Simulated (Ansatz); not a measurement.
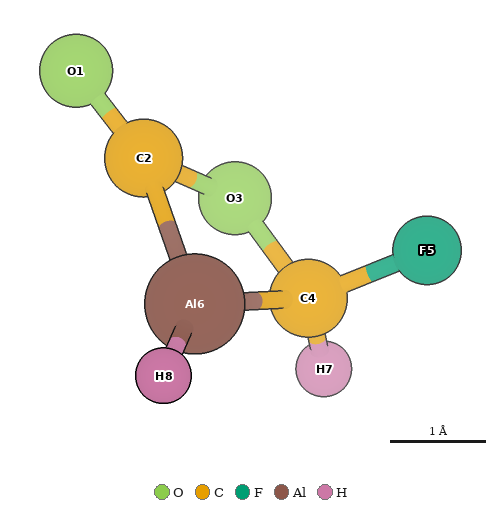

Fig. 1: The structure (ball-and-stick view, seen at a tilt; atoms are numbered from 1 in the order of the input). Sticks mark near contacts. Bond lengths as drawn: Al–C 2.00 to 2.02 Å, Al–H 1.58 Å, C–F 1.39 Å, C–H 1.09 Å and C–O 1.18 to 1.42 Å.

**C2H2AlFO2: one change and its effect**

System: C2H2AlFO2, SMILES O=[C]1O[CH](F)[AlH]1.
Method of the first run: RKS PBE0-D4/def2-TZVPP (Ansatz 0.2.0).

The geometry comes from this level: PBE0-D4/def2-TZVP. Text and figures count atoms from 1; the logs count them from 0 in places.

### Input, the first run
```yaml
crystal:
  periodic: [false, false, false]
  atoms:
    - {symbol: O, position_ang: [-2.546739, 0.006469, 0.079348]}
    - {symbol: C, position_ang: [-1.367321, -0.069861, 0.100131]}
    - {symbol: O, position_ang: [-0.581000, 0.463041, -0.949724]}
    - {symbol: C, position_ang: [0.789835, 0.319763, -0.637324]}
    - {symbol: F, position_ang: [1.287841, 1.563280, -0.263554]}
    - {symbol: Al, position_ang: [0.313535, -0.756895, 0.974948]}
    - {symbol: H, position_ang: [1.320063, 0.024913, -1.541775]}
    - {symbol: H, position_ang: [0.875985, -1.607810, 2.182147]}
basis:
  gaussian: {orbitals: def2-TZVPP}
hamiltonian: {xc: pbe0, dispersion: d4}
output: {orbitals: {seedname: orbitals}}
```

Hardware: 4 threads of Oxide Virtual Turin-like, 27 GiB of memory available, shared host.

### Output (the first run)
```
Functional definition: PBE0
  parameter a = 0.25
  parameter kappa = 0.804
  parameter beta = 0.06672455060314922
  exchange = (1 - a)*pbe_x(kappa = kappa, mu = beta*pi^2/3) + a*exact_x
  correlation = pbe_c(beta = beta)
1236 factors; their error is unknown
mean field evaluation 1: about -15498.7300 eV, gradient 5.6e1 eV
mean field evaluation 2: about -15485.9722 eV, gradient 9.7e1 eV
mean field evaluation 4: about -15504.3029 eV, gradient 7.8e0 eV
mean field evaluation 8: about -15504.4173 eV, gradient 2.0e-1 eV
mean field evaluation 16: about -15504.4472 eV, gradient 2.0e-4 eV
mean field -15504.44722765 eV, -569.7779263243 hartree, gradient 5.9e-5 eV, S^2 0.000000; 0 other end points of the search recorded, 0 dependent functions left out
reference -15504.44725766 eV, -569.7779274273 hartree; 26, 26 occupied and 199, 199 virtual orbitals, 1236 factors
Total energy: -15504.58727148 eV, -569.7830728403 hartree
```

The input of the second run differs as follows (lines with − go, lines with + come):
```diff
-  gaussian: {orbitals: def2-TZVPP}
+  gaussian: {orbitals: def2-SVP}
```

How does the second run compare with the first run?

The total energy of the second run is 297.3 kcal/mol higher, which measures the change of basis and not a stability. The HOMO goes from −7.51 to −7.37 eV. The LUMO goes from −2.65 to −2.59 eV. The basis functions go from 225 to 98.

### Output (the second run)
```
Functional definition: PBE0
  parameter a = 0.25
  parameter kappa = 0.804
  parameter beta = 0.06672455060314922
  exchange = (1 - a)*pbe_x(kappa = kappa, mu = beta*pi^2/3) + a*exact_x
  correlation = pbe_c(beta = beta)
1092 factors; their error is unknown
mean field evaluation 1: about -15486.9633 eV, gradient 4.7e1 eV
mean field evaluation 2: about -15478.6877 eV, gradient 8.1e1 eV
mean field evaluation 4: about -15491.3548 eV, gradient 6.6e0 eV
mean field evaluation 8: about -15491.4396 eV, gradient 1.4e-1 eV
mean field evaluation 16: about -15491.5545 eV, gradient 1.6e-4 eV
mean field -15491.55447409 eV, -569.3041263701 hartree, gradient 4.3e-5 eV, S^2 0.000000; 0 other end points of the search recorded, 0 dependent functions left out
reference -15491.55449978 eV, -569.3041273140 hartree; 26, 26 occupied and 72, 72 virtual orbitals, 1092 factors
Total energy: -15491.69451360 eV, -569.3092727270 hartree
```

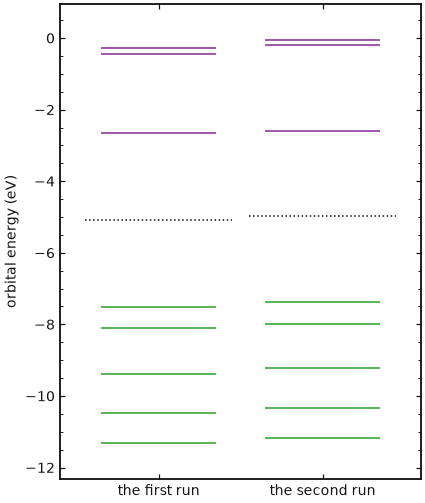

Fig. 2: The five highest filled and three lowest empty orbital energies of the two runs; the dotted lines part filled from empty levels. The HOMO–LUMO gap is 4.85 eV in the first run and 4.78 eV in the second run.

### The two runs side by side

```csv
quantity,the first run,the second run
outcome,converged,converged
total energy (hartree),−569.783073,−569.309273
HOMO (eV),−7.51,−7.37
LUMO (eV),−2.65,−2.59
basis functions,225,98
wall time (shared host),3.1 s,1.1 s
```
